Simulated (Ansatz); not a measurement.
A series of calculations on BH3Cl2

## 1. Relaxation

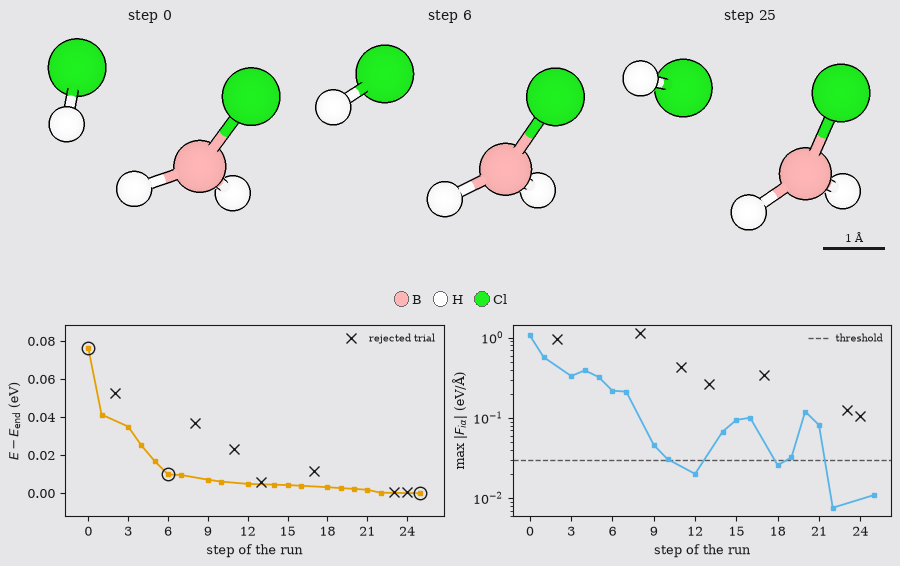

Frames of a relaxation of BH₃Cl₂, marked on the history of the run. The picture is a ball-and-stick view, seen at a tilt.

The run prepares an end point of a later path (reaction) calculation, from a guessed geometry.

These are results of RKS B3LYP-D4/def2-SVP (Ansatz), not measurements. Settings: no spin polarisation; force threshold 0.03 eV/Å; at most 50 steps.

> Describe the path.

After 18 accepted moves (25 points after the start) the energy has fallen by 0.076 eV. The largest force component goes from 1.1 to 0.011 eV/Å. The line search rejected the trial steps at points 2, 8, 11, 13, 17, 23, 24 of the run. The forces were under the threshold at step 12, but the run went on from there. The largest move after the best rigid fit is that of an H atom, 0.87 Å. Largest moves by element: H 0.87 Å, Cl 0.36 Å, B 0.15 Å. Among the contacts that change: Cl–H 1.335 → 1.291 Å, B–Cl 1.744 → 1.756 Å. From step 0 to 6: an H atom moves most (0.63 Å), energy −0.066 eV. From step 6 to 25: an H atom moves most (0.48 Å), energy −0.010 eV.

## 2. Relaxation

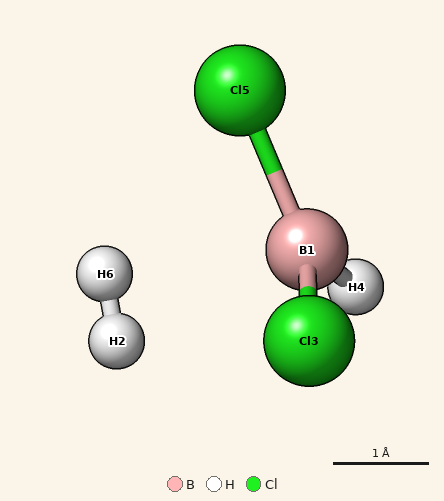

This is the input geometry for a relaxation of BH3Cl2. A ball-and-stick model, seen at a tilt.

The run prepares an end point of a later path (reaction) calculation, from a guessed geometry.

These are results of Ansatz, RKS B3LYP-D4/def2-SVP, not measurements.

Input
```yaml
crystal:
  periodic: [false, false, false]
  atoms:
    - { symbol: B, position_ang: [0.151504, 0.568778, -0.365146] }
    - { symbol: H, position_ang: [0.094582, -0.253108, 1.88597] }
    - { symbol: Cl, position_ang: [1.584394, -0.298652, -0.838954] }
    - { symbol: H, position_ang: [-0.93045, 0.0722, -0.461587] }
    - { symbol: Cl, position_ang: [0.274021, 2.302925, 0.171448] }
    - { symbol: H, position_ang: [0.06395, 0.459558, 1.962968] }
basis:
  gaussian: { orbitals: def2-SVP }
hamiltonian:
  xc: b3lyp
  dispersion: d4
relax:
  f_tol: 0.03
  max_steps: 50
output:
  orbitals: {}
```

Launched with:
```bash
ansatz run input.yaml --threads 1 --pin off --max-ram 2048MiB --backend cpu --events-out ev --progress --plain --runs-dir out
```

### Predict the outcome.

The atom that moves furthest after the best rigid fit is H6 (0.54 Å). Largest moves by element: H 0.54 Å, Cl 0.35 Å, B 0.29 Å. Some distances before and after: B1–Cl5 1.819 → 1.748 Å, H2–H6 0.717 → 0.760 Å, B1–Cl3 1.741 → 1.747 Å. Over 8 geometry steps the energy falls by 4.94 kcal/mol. The largest force component goes from 1.8 to 0.0044 eV/Å. The run took 20 s on 1 thread of Arm Neoverse V1 (shared host), peak memory 0.12 GiB.

Final geometry:

```xyz
6

B     0.1450    0.6955   -0.6275
H     0.2080   -0.4344    2.3596
Cl    1.5715   -0.2646   -0.9354
H    -0.9384    0.1987   -0.7364
Cl    0.2825    2.3765   -0.1695
H    -0.0306    0.2800    2.4640
```

The end point in the same view:

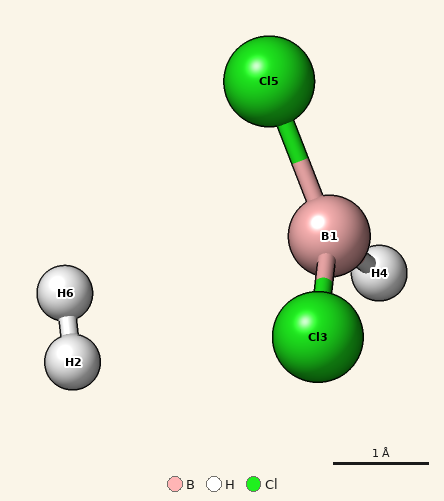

Limits of the set-up: the start holds two separate molecules, 2.3 Å apart at their closest, whose relative position is a soft coordinate.

## 3. Path

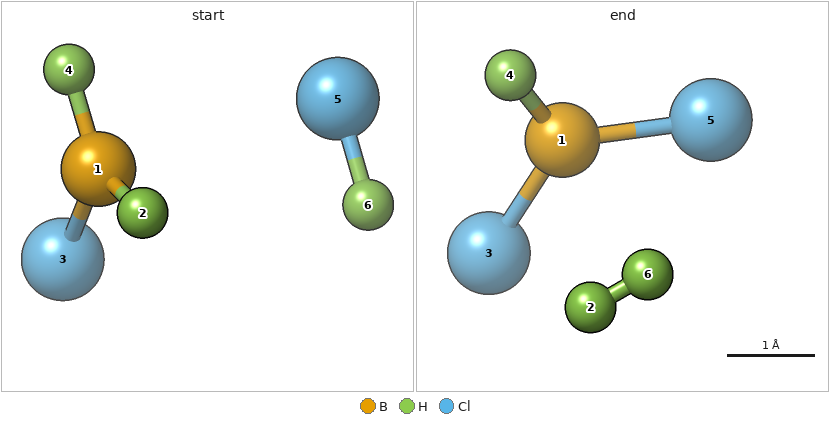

The two relaxed end points of a path for BH3Cl2, made up at the start of BH2Cl and HCl. Style: ball-and-stick. Shown at a tilt.

All numbers below come from RKS B3LYP-D4/def2-SVP in Ansatz.

Run with 5 movable images; climbing image; force threshold 0.05 eV/Å; iteration limit 60.

Start:
```xyz
6

B    -0.0199   -0.3298   -0.1243
H    -0.1751   -0.7494    0.9897
Cl    1.6043   -0.3561   -0.7917
H    -0.9242    0.0029   -0.8384
Cl   -0.0575    2.3665    1.1375
H     0.8103    1.9176    1.9819
```

End:
```xyz
6

B     0.0447    0.6573   -0.6241
H     0.4304   -0.3662    2.3771
Cl    1.4929   -0.2318   -1.0286
H    -1.0133    0.0977   -0.6230
Cl    0.1228    2.3578   -0.2282
H     0.1605    0.3369    2.4815
```

Q: What barrier does the band find between them, and by what path?

A: The energy climbs by 15.5 kcal/mol to image 3 and then falls by 32.1 kcal/mol, so the end point sits at −16.6 kcal/mol. Breaking: B1–H2 (1.20 → 1.30 at the top → 3.19 Å), Cl5–H6 (1.29 → 1.54 at the top → 3.38 Å). Forming: B1–Cl5 (2.98 → 2.14 at the top → 1.75 Å), H2–H6 (3.01 → 1.08 at the top → 0.76 Å). The band converged in 20 iterations. The largest component of the band force went from 3.9 to 0.041 eV/Å. The climbing image converged on the top of the path. Its vibrational analysis gives one imaginary mode (844i cm⁻¹), as a transition state must have.

Energies of the converged images:

```tsv
image	path (Å)	E (kcal/mol)
0	0.00	0.0
1	0.73	0.3
2	1.46	2.7
3	2.19	15.5
4	2.93	-4.7
5	3.67	-15.1
6	4.42	-16.6
```

The geometry at the top of the path:

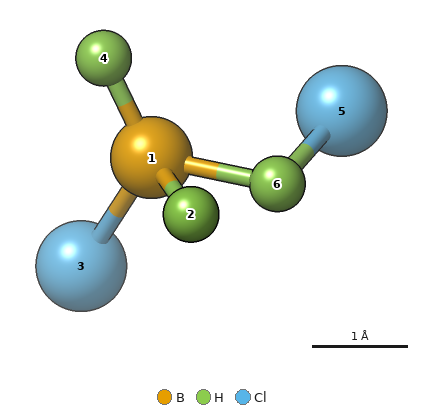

Limits of the set-up: the start holds two separate molecules, 3.0 Å apart at their closest, whose relative position is a soft coordinate.

The run took 3.3 min on 1 thread of Arm Neoverse V1 (shared host), peak memory 0.12 GiB.
